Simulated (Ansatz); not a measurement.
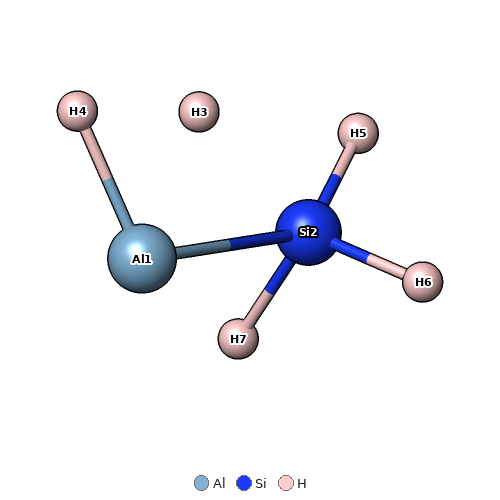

The system is the reacting system AlH₅Si (fragments AlH₅Si where the first distance is long, AlH + H₄Si where the second is long); the picture shows the reference structure. Coordinates scanned: (1) distance Si2–H3 (bond that forms); (2) distance Al1–H3 (bond that breaks). Relaxed at each point: all other coordinates. The scan uses a 7 × 7 grid. Points are written as (first, second). Energies: kJ/mol, counted from the lowest grid point. Energies and slopes of some neighbouring points disagree (a jump in structure or state, or too coarse a mesh). The reference is spin-restricted, so regions where a bond is pulled apart into radicals lie too high. All numbers below come from RKS wB97X-V/def2-SVP in Ansatz.

Its coordinates:

```xyz
7

Al   -1.4820   -1.1911    0.0662
Si    0.8872    0.1258   -0.0168
H    -0.8823    0.7243   -0.0060
H    -2.6346   -0.0210    0.0394
H     1.4711    1.5004   -0.0866
H     1.3459   -0.5200    1.2414
H     1.2947   -0.6185   -1.2376
```

Range: distance Si2–H3 (bond that forms) from 1.278 to 2.478 Å; distance Al1–H3 (bond that breaks) from 1.368 to 2.868 Å.

Predict the map.

Answer. The lowest grid point is at (1.582 Å, 2.562 Å). The energy also falls towards the edge at (2.478 Å, 2.272 Å) (27 kJ/mol above the lowest), where a further well may lie outside the range. The highest grid point, (1.278 Å, 1.368 Å), lies 213 kJ/mol above the lowest.

```csv
"second ↓, first →",1.278,1.406,1.582,1.783,2.001,2.233,2.478
2.868,53,4,1,42,108,41,29
2.562,54,4,0,40,104,39,27
2.272,57,7,1,39,99,37,27
1.999,68,16,9,43,62,38,33
1.748,93,41,31,59,66,54,56
1.528,134,92,83,104,108,105,113
1.368,213,150,165,182,188,188,200
```

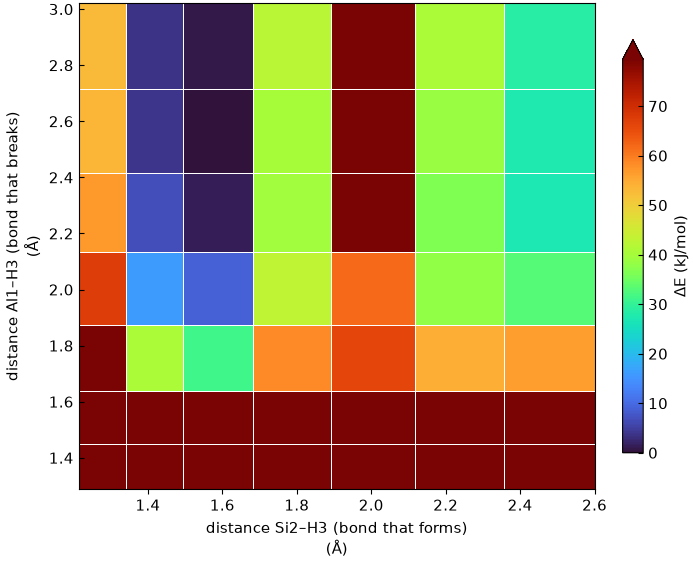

The picture shows one coloured cell a grid point, one colour for all values above the top of the scale.

Each point was launched as `ansatz run input.yaml --threads 1 --pin off --max-ram 2560MiB --backend cpu --events-out ev --progress --plain --runs-dir out`. Time for the 49 points that were run: 18 min on 1 thread of Arm Neoverse V2, with other jobs on the host.
